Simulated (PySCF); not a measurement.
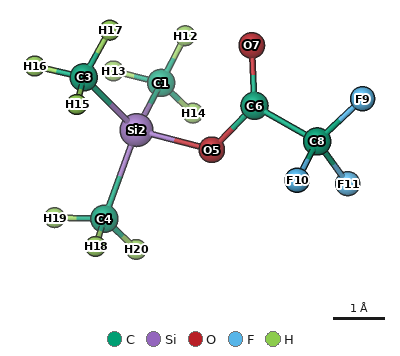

C₅H₉F₃O₂Si, before the relaxation. The picture is a ball-and-stick view, seen at a tilt.

The start comes from GFN2-xTB. Its atoms were then displaced at random by about 0.01 Å.

Level of theory: PBE0-D3(BJ)/def2-SVP geometry optimisation, gas phase in PySCF 2.14.0, density-fitted response routines.

```xyz
20

C    -1.2718   -1.6092   -0.7593
Si   -0.8891    0.0818    0.0408
C    -0.9922    1.5476   -1.1725
C    -1.7226    0.3891    1.6942
O     0.7428   -0.0144    0.5974
C     1.7567   -0.2042   -0.1605
O     1.7828   -0.3645   -1.3438
C     3.0894   -0.2305    0.6791
F     4.1527   -0.4364   -0.0475
F     3.2503    0.9180    1.3480
F     3.0245   -1.2102    1.6160
H    -0.6554   -1.7571   -1.6246
H    -2.3541   -1.6172   -1.1015
H    -1.1484   -2.4033   -0.0633
H    -0.6402    2.4611   -0.6948
H    -1.9849    1.7264   -1.5122
H    -0.3383    1.3851   -2.0329
H    -1.4162    1.3051    2.1777
H    -2.8288    0.4696    1.5568
H    -1.6080   -0.4212    2.3992
```

Question: What does the optimiser find from here?

Answer: The atom that moves furthest after the best rigid fit is H19 (0.11 Å). By element the largest moves are H 0.11 Å, C 0.09 Å, F 0.06 Å, O 0.06 Å, Si 0.03 Å. Some distances before and after: C1–Si2 1.910 → 1.864 Å, C1–H14 1.063 → 1.101 Å, C6–C8 1.575 → 1.542 Å, C1–H13 1.135 → 1.102 Å. Among the angles between lasting bonds that change: H19–C4–H20 103.8° → 108.1°, C4–Si2–O5 98.3° → 101.7°, Si2–C4–H18 114.0° → 110.8°. Over 9 geometry steps the energy falls by 26.0 kJ/mol. Cost: 6.3 min on 1 thread of Arm Neoverse N1, with other jobs on the host.

Final geometry:

```xyz
20

C    -1.2822   -1.5425   -0.7314
Si   -0.8642    0.0911    0.0628
C    -0.9835    1.5191   -1.1282
C    -1.7990    0.3874    1.6450
O     0.7827   -0.0039    0.6366
C     1.8160   -0.2068   -0.1447
O     1.8048   -0.3469   -1.3359
C     3.1177   -0.2493    0.6799
F     4.1626   -0.4586   -0.1012
F     3.2931    0.9021    1.3256
F     3.0588   -1.2275    1.5815
H    -0.6454   -1.7179   -1.6109
H    -2.3342   -1.5479   -1.0592
H    -1.1439   -2.3759   -0.0257
H    -0.6628    2.4629   -0.6612
H    -2.0276    1.6431   -1.4583
H    -0.3590    1.3365   -2.0150
H    -1.4623    1.3168    2.1293
H    -2.8802    0.4744    1.4542
H    -1.6425   -0.4409    2.3529
```

The end point in the same view:

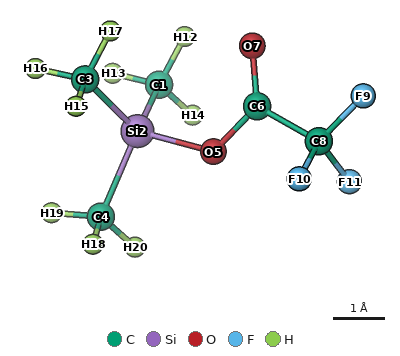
